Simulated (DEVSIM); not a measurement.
System: abrupt InP p-n junction, at 350 K.

| layer (left to right) | material | thickness (μm) | Nd (cm⁻³) | Na (cm⁻³) | τn (s) | τp (s) |
|---|---|---|---|---|---|---|
| 1 | InP | 19.0 | - | 3.8e17 | 3.7e-10 | 3.7e-10 |
| 2 | InP | 280 | 2.7e15 | - | 3.7e-10 | 3.7e-10 |

Left contact: ohmic. Right contact: ohmic. Voltage is applied to the left contact. Recombination: SRH at mid-gap, radiative, Auger. Mobility is μmin + (μ − μmin)/(1 + (N/Nref)^α).

Constants are typed, rounded textbook-type inputs, not results; the design itself was drawn at random and stands for no fabricated device. Values at 300 K; Nc and Nv go as T^1.5, mobilities as T to minus their exponent, the gap by Varshni's rule with the affinity fixed.

```
parameter              InP
----------------  --------
gap (eV)             1.344
affinity (eV)         4.38
permittivity          12.5
Nc (cm⁻³)           5.7e17
Nv (cm⁻³)           1.1e19
μn (cm²/Vs)           5200
μp (cm²/Vs)            170
μn,min                 400
μp,min                  10
Nref,n                3e17
Nref,p              4.9e17
αn                    0.47
αp                    0.62
T exponent of μn         2
T exponent of μp         2
B (cm³/s)          1.2e-10
Cn (cm⁶/s)           9e-31
Cp (cm⁶/s)           9e-31
Varshni α (eV/K)  0.000363
Varshni β (K)          162
```

DEVSIM, 1D drift-diffusion, Boltzmann statistics, complete ionisation; no tunnelling, impact ionisation, image-force lowering or self-heating.

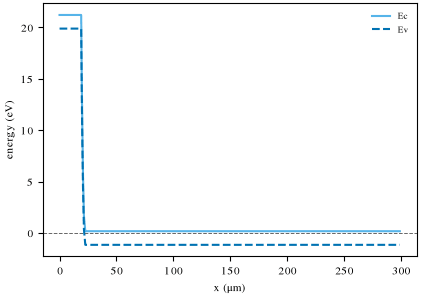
Band edges at -20.0 V on the left contact

Energies count from the Fermi level of the right contact; mesh points crowd at the junctions.

| x (μm) | Ec (eV) | Ev (eV) | n (cm⁻³) | p (cm⁻³) | field (V/cm) |
|---|---|---|---|---|---|
| 0.000 | 21.219 | 19.892 | < 1e2 | 3.8e17 | ≈ 0 |
| 0.06096 | 21.219 | 19.892 | < 1e2 | 3.8e17 | ≈ 0 |
| 0.2888 | 21.219 | 19.892 | < 1e2 | 3.8e17 | ≈ 0 |
| 1.081 | 21.219 | 19.892 | < 1e2 | 3.8e17 | ≈ 0 |
| 6.089 | 21.219 | 19.892 | < 1e2 | 3.8e17 | ≈ 0 |
| 14.81 | 21.219 | 19.892 | < 1e2 | 3.8e17 | ≈ 0 |
| 17.83 | 21.219 | 19.892 | < 1e2 | 3.8e17 | ≈ 0 |
| 18.81 | 21.219 | 19.892 | < 1e2 | 3.8e17 | ≈ 0 |
| 18.96 | 21.216 | 19.888 | < 1e2 | 3.4e17 | -4300 |
| 19.01 | 20.900 | 19.572 | < 1e2 | 9.5e12 | -130000 |
| 19.10 | 19.793 | 18.465 | 19000 | 2.1e7 | -120000 |
| 19.66 | 13.483 | 12.155 | 210000 | 2.0e7 | -100000 |
| 21.39 | 1.683 | 0.355 | 2500000 | 1.2e7 | -34000 |
| 27.54 | 0.168 | -1.159 | 2.7e15 | 280 | ≈ 0 |
| 66.54 | 0.168 | -1.159 | 2.7e15 | 280 | ≈ 0 |
| 180.1 | 0.168 | -1.159 | 2.7e15 | 280 | ≈ 0 |
| 266.8 | 0.168 | -1.159 | 2.7e15 | 280 | ≈ 0 |
| 289.9 | 0.168 | -1.159 | 2.7e15 | 280 | ≈ 0 |
| 297.4 | 0.168 | -1.159 | 2.7e15 | 280 | ≈ 0 |
| 298.6 | 0.168 | -1.159 | 2.7e15 | 280 | ≈ 0 |
| 298.9 | 0.168 | -1.159 | 2.7e15 | 280 | ≈ 0 |
| 299.0 | 0.168 | -1.159 | 2.7e15 | 280 | ≈ 0 |
